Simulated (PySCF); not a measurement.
Vertical excitations of a molecule CH11NOSi3 from TDA-PBE/def2-SVPD (PySCF), as energy in eV (oscillator strength): 5.49 (0.015), 5.52 (0.005), 5.86 (0.010), 6.04 (0.004), 6.22 (0.060), 6.27 (0.075). Lowest triplet (TDA): 5.31 eV. The structure is a stationary point at PBE0-D3(BJ)/def2-SVP. One conformer was computed; it need not be the lowest.

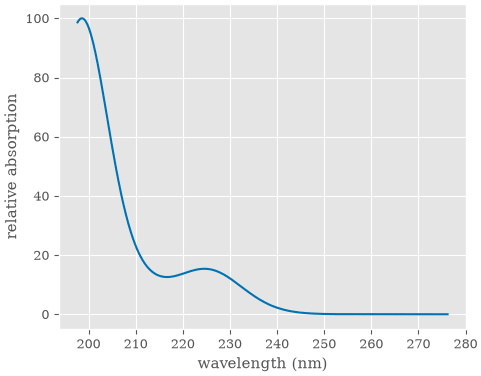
Fig. 1. The lines broadened by 0.4 eV.

Problem. Which molecule gave these data?
A. O[Si@H]([SiH3])NC[SiH3]
B. CO[Si@H]([SiH3])[SiH2]N
C. CO[SiH2][SiH2]N[SiH3]
D. N[SiH2]OC([SiH3])[SiH3]

Solution. D, N[SiH2]OC([SiH3])[SiH3]
